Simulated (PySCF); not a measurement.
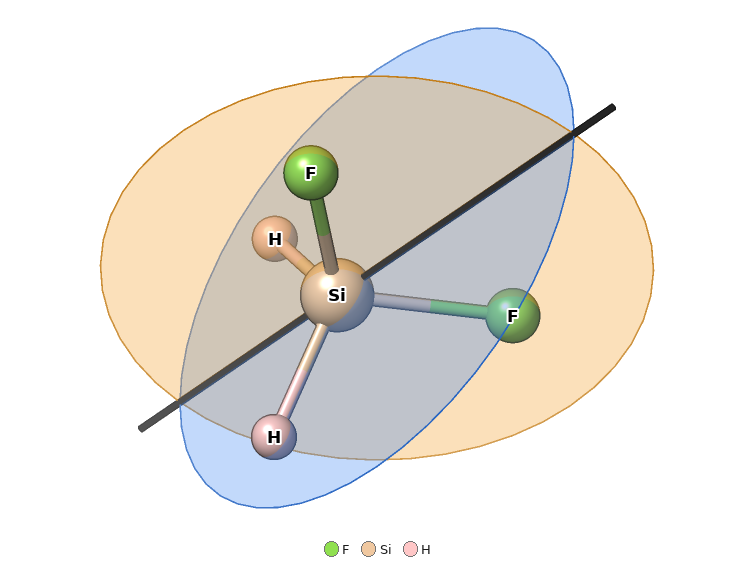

All proper rotation axes (lines) and mirror planes (discs) of the structure are drawn in. Depth is shown by fading: the farther an atom, the more it takes the colour of the background. Computed geometry: PBE0-D3(BJ)/def2-SVP optimisation. No frequency run is at hand to confirm it as a minimum.

**Name the symmetry elements and the point group.**

It has 1 C2 axis and 2 mirror planes. Point group C2v. The group has 4 operations. The geometry is achiral, and symmetry allows a dipole moment.
